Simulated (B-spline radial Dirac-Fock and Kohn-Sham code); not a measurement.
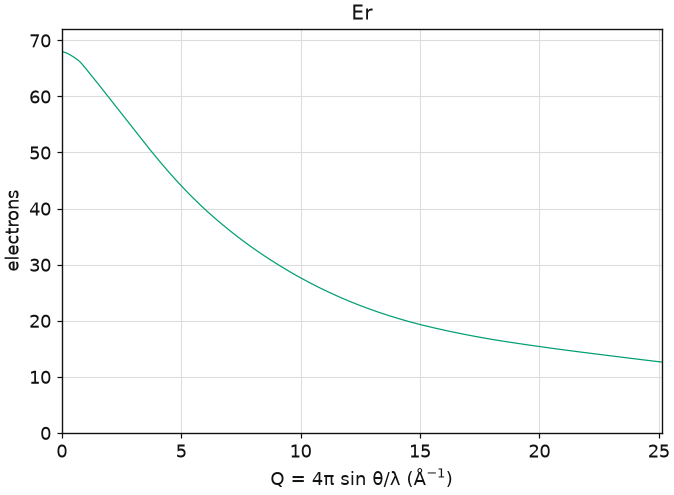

The X-ray form factor f against Q. The figure is for atomic Er ([Xe] 4f11 5d1 6s2), which is not the ground configuration. Method: the spherical Dirac–Fock density (average of configuration) (computed with a B-spline radial code).

Describe what the figure shows.

f starts at 68, the number of electrons, falls to half near Q = 7.68 Å⁻¹, and is 38.8 at Q = 6.28 Å⁻¹ and 22.6 at Q = 12.6 Å⁻¹. The initial fall is set by Σ⟨r²⟩ = 80.6 bohr².
